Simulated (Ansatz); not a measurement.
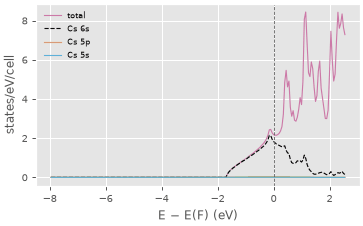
Figure. Total and projected density of states of Cs in space group I4_1/amd (No. 141; Cs on 4b), PBEsol (plane waves, PAW; program Ansatz)

Task: Which orbitals carry the states next to the Fermi level?

Result: Within 0.5 eV of the Fermi level: Cs 6s 66 %, outside the projected shells 33 %. Projections are on Löwdin-orthogonalised atomic valence shells; empty p or d shells of many metals are not among them.

The workflow started from a Materials Project entry (that database holds measured and hypothetical structures alike); the Crystallography Open Database copy checked does not list it. It is not the phase usual at ambient conditions (space group No. 229). The PBEsol relaxation kept the symmetry of its start. At this level the phase is mechanically unstable. Scalar-relativistic: spin–orbit coupling is off unless named, which matters more the heavier the elements.

Potentials: the later of the program's two PAW sets.
